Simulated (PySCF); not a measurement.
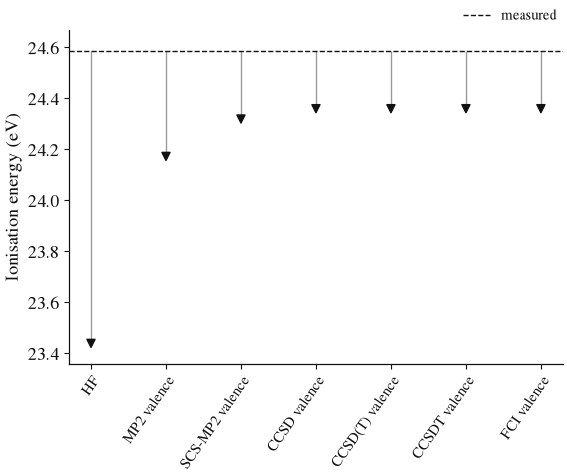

The ionisation energy of an atom or ion with 2 electrons in the configuration 1s² by several methods. PySCF, aug-cc-pVDZ, non-relativistic, unrestricted single determinants, no spin-orbit coupling. Methods marked “valence” freeze no core electrons.

Name the element and charge.

Answer. The He atom. The values run from 23.438 eV (HF) to 24.359 eV (CCSD valence, CCSD(T) valence, CCSDT valence and FCI valence). The measured value is 24.587 eV; nearest to it come CCSD valence (−0.228) and FCI valence (−0.228), furthest HF (−1.149 eV).
